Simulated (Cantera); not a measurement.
A closed system holds: 1 mol TiO₂, 21 mol Cl₂, 43 mol H₂, held at 28.0 Pa.

These are equilibrium values from Cantera (NASA tables, ideal gas, pure condensed phases), not measurements of a reactor. Candidate condensed phases: H₂O, Ti, TiCl₂, TiCl₃, TiCl₄, TiO, TiO₂, Ti₂O₃, Ti₃O₅, Ti₄O₇; 23 gas species. Mutual solubility and eutectic melting of coexisting phases are not modelled. The tables' values for TiCl₂ are old estimates; treat these amounts as uncertain. Condensed phases not in the tables: Magnéli phases beyond Ti₄O₇. Equilibrium is a limit: real reactors are often held back by kinetics, nucleation or transport.

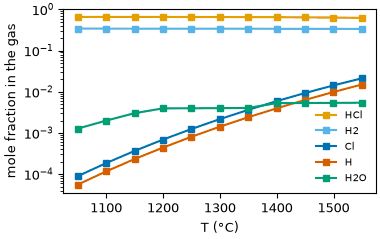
Figure. Equilibrium gas composition (values under 1e-9 drawn at 1e-9)

Problem. Read off the mole fractions at 1300 °C.

Solution. HCl about 0.65, H₂ about 0.34, H₂O about 0.0040, Cl about 0.0022, H about 0.0014.
